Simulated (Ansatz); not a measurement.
System: AlH$_{2}$SSi (SMILES [SiH2-][Al+][S-]) (charge −1).

The calculation's input:

```
crystal:
  periodic: [false, false, false]
  atoms:
    - {symbol: Al, position_ang: [0.665843, 2.293944, -2.927173]}
    - {symbol: S, position_ang: [1.827001, 4.040290, -2.969120]}
    - {symbol: Si, position_ang: [-0.620742, 0.229281, -3.222133]}
    - {symbol: H, position_ang: [0.071971, -0.341981, -1.954593]}
    - {symbol: H, position_ang: [-1.783956, 0.882562, -2.426042]}
basis:
  gaussian:
    orbitals: def2-TZVPD
total_charge: -1
hamiltonian:
  xc: pbe0
output: {forces: true, orbitals: {seedname: orbitals}}
```

Launched as:

```sh
ansatz run input.yaml --threads 1 --pin off --max-ram 2610MiB --events-out events.jsonl --progress --plain --runs-dir runs
```

Geometry: BLYP-D3(BJ)/def2-SVPD.

Method: Ansatz 0.2.0, isolated molecule in a Gaussian basis; Kohn-Sham density functional theory, functional PBE0.

Q: What can the converged electron density and electron localisation function tell about the bonding?

A: Al–S (2.10 Å): the density is about 0.73 e/Å³ at the midpoint; the ELF peaks at about 0.85 in the valence shell of S, 0.9 Å from its nucleus, and is about 0.80 at the midpoint.
Al–Si (2.45 Å): ρ is about 0.42 e/Å³ halfway; the ELF peaks at about 0.90 between the atoms; a shared electron pair.

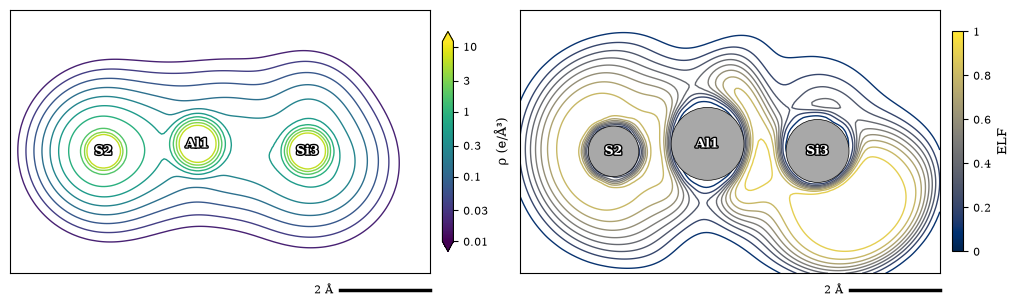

Computed electron density and electron localisation function on the plane of atoms S2, Al1 and Si3, in this order. Grey discs cover the atomic cores in the ELF map. 
